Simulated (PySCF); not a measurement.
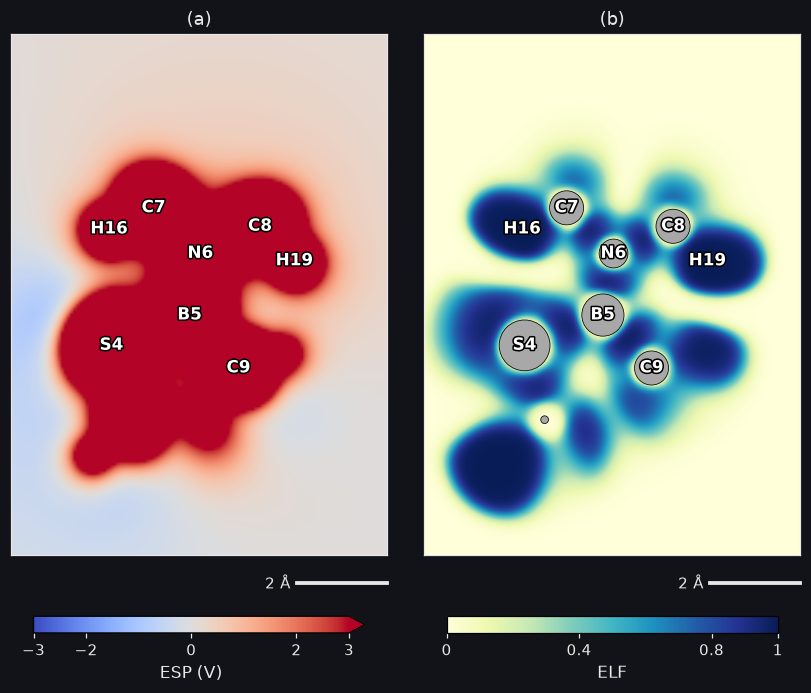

The picture shows: C4H12B3NS (SMILES CB1BSB(N(C)C)C1). (a) electrostatic potential; (b) ELF on the plane of atoms B5, N6 and C8. Grey discs cover the atomic cores in the ELF map.

Geometry: GFN2-xTB.

Level of theory: PBE0/pcSseg-1, SCF density, gas phase, non-relativistic in PySCF 2.14.0.

```xyz
21

C     3.1271    0.2528    0.8361
B     2.0247   -0.6275    0.1220
B     1.5555   -2.1817    0.4400
S    -0.2241   -2.1815    0.5102
B    -0.4201   -0.4480   -0.1325
N    -1.6160    0.2318    0.0105
C    -2.7818   -0.2941    0.6911
C    -1.8643    1.5637   -0.5001
C     0.9310    0.0890   -0.7845
H     2.7121    1.1583    1.2783
H     3.6910   -0.2672    1.6076
H     3.8446    0.5901    0.0865
H     2.0843   -3.1997    0.6812
H    -3.6286   -0.3491    0.0013
H    -3.0591    0.3595    1.5236
H    -2.5734   -1.2891    1.0735
H    -2.0783    2.2532    0.3224
H    -2.7291    1.5540   -1.1698
H    -1.0021    1.9265   -1.0505
H     0.9801   -0.2977   -1.8069
H     1.0176    1.1736   -0.8582
```

What does the map show?

Answer.
- The plane passes through S, B, N, C and H nuclei.
- B–N (1.38 Å): the ELF peaks at about 0.90 between the atoms, as expected for a polar covalent bond.
- C–N (1.45 Å): the ELF peaks at about 0.95 between the atoms; localised, covalent bonding.
- C–B (1.59 Å): the ELF peaks at about 0.95 between the atoms: a covalent bond.
- C–H (1.09 Å): the ELF climbs to about 1 towards the hydrogen, as it does in any bond to H; an ordinary covalent bond to hydrogen.
- B–S (1.86 Å): the ELF peaks at about 0.95 between the atoms: a shared electron pair.
- The ELF also peaks beside S4, away from the bonds: lone-pair regions.
- Outside the dense part of the molecule the potential is most negative (−0.9 V) near S4.
